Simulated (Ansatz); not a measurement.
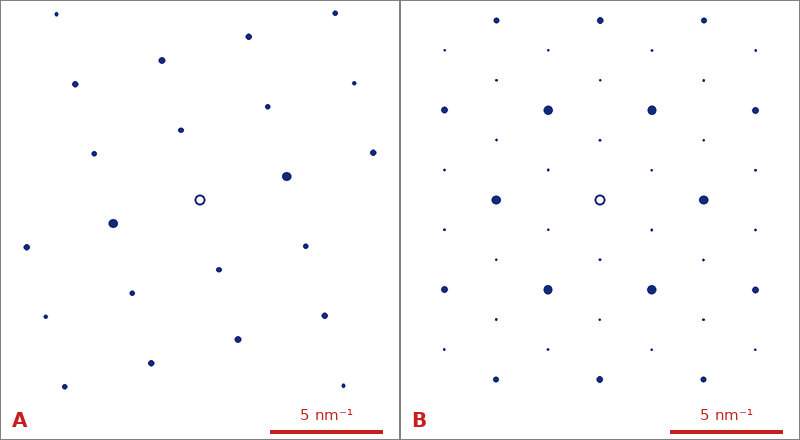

Kinematic electron diffraction patterns (300 kV, B = 0.5 Å², same scale, each along a low-index zone) of two structures of composition CdSi, each relaxed at zero pressure with DFT PBE, scalar-relativistic, plane waves, PAW in Ansatz.

The structures (standard cells):
1. P6_3/mmc (No. 194), a = 4.288 Å, c = 10.915 Å (hexagonal axes), 8 atoms; generated start, possibly hypothetical
2. P4/mmm (No. 123), a = 3.074 Å, c = 4.168 Å, 2 atoms; generated start, possibly hypothetical

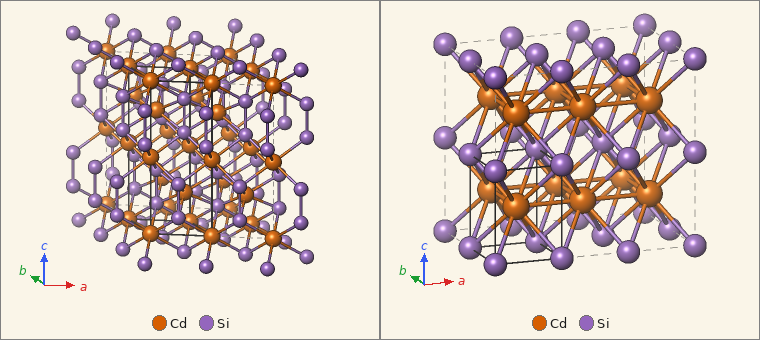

Drawings of the structures 1 to 2, from left to right (each may span several cells).

**Which pattern belongs to which structure, and along which zone?**

A is structure 2 along [101] or an equivalent direction: rectangular net of 0 1 0 at d = 3.07 Å and 1 0 -1 at d = 2.47 Å, 90.0° apart. B is structure 1 along [001]: hexagonal net of 1 -1 0 (weak) at d = 3.71 Å and 1 0 0 (weak) at d = 3.71 Å, 60.0° apart.

**Which structure lies lowest at this level of theory, and by how much?**

Structure 1 (P6_3/mmc, 21.72 Å³ an atom) is the lowest of these; structure 2 (P4/mmm, 19.69 Å³ an atom) lies about 100 meV an atom higher. These are static energies at 0 K; other structures, not shown, may lie lower still.
